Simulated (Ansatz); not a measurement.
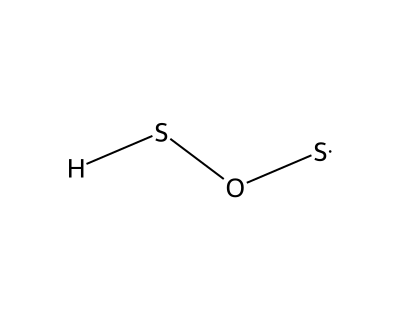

The picture comes from a calculation with Ansatz.

Skeletal drawing of a molecule. The species is neutral and a spin doublet.

**Transcribe the drawing into SMILES.**

[S]OS

**Give the formula, hydrogens included.**

HOS2.

**An optimisation with PBE0-D4/def2-TZVP gave a structure of which point group?**

Cs.
